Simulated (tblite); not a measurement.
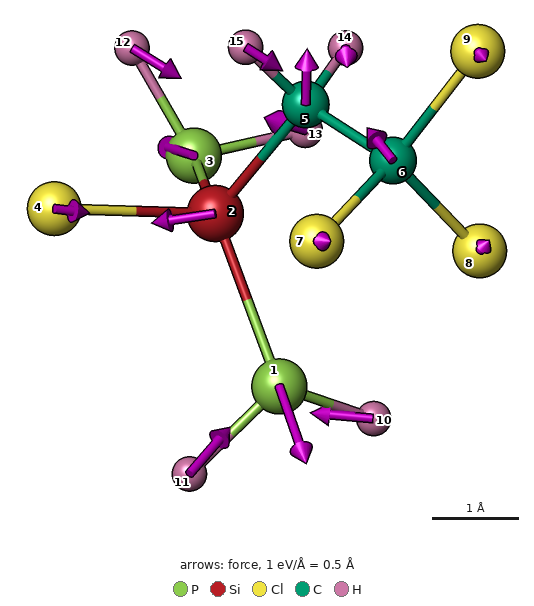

Starting geometry of C2H6Cl4P2Si with the computed forces as purple arrows. A ball-and-stick model, seen from a free direction.

Method: tblite 0.8.0, GFN2-xTB geometry optimisation, gas phase. 

Is this structure relaxed? If not, where do the atoms go?

Answer. It isn't relaxed: the largest force vector, on P1, is 2.49 eV/Å. The final displacements follow the starting forces only in part (cosine between the two patterns 0.56). The energy falls by 1.691 eV in 86 geometry steps. The largest moves after the best rigid fit, 0.53 Å, are those of H10 and H11. Largest moves by element: H 0.53 Å, P 0.29 Å, Cl 0.20 Å, C 0.10 Å, Si 0.09 Å. Among the contacts that change: Si2–Cl8 3.217 → 3.379 Å, Si2–Cl7 3.183 → 3.328 Å, P1–Cl8 2.882 → 3.013 Å, P1–Si2 2.172 → 2.258 Å. Among the angles between lasting bonds that change: Si2–P1–H10 116.8° → 94.5°, H10–P1–H11 113.2° → 91.7°, Si2–P1–H11 114.0° → 93.0°. Cost: 2.5 s on 1 thread of AMD EPYC 7R43 64-Core Processor, on a shared host.
